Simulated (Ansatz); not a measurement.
L1₀ (CuAu-type) FePt, treated with PBEsol (Ansatz, an electronic-structure program, plane waves, PAW).

Settings: plane-wave cutoff 520 eV, 20×20×16 k mesh (along the axes of the cell as run), Fermi–Dirac smearing 0.05 eV, spin-polarised with parallel moments, scalar-relativistic PAW data made under PBE.

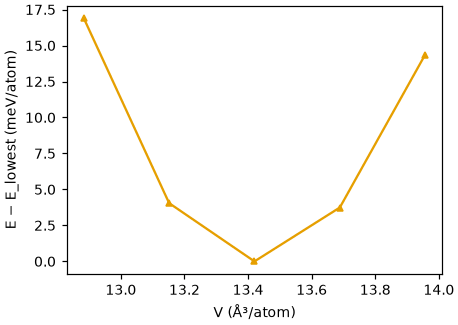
Figure: Total energy against volume

Q: From the curve, estimate the equilibrium volume and the bulk modulus.

A: V0 ≈ 13.4 Å³/atom and B0 ≈ 230 GPa; the fit gives V0 = 13.420 Å³/atom, B0 = 232 GPa, B′ = 5.2.

Shape and atoms are relaxed at each volume.

Measured, for comparison: bulk modulus 208 GPa (room temperature, no zero-point or thermal correction; as tabulated in First-principles calculations on Fe-Pt nanoclusters of various morphologies). Computed less measured: bulk modulus +12 %.

Spin–orbit coupling is not included.
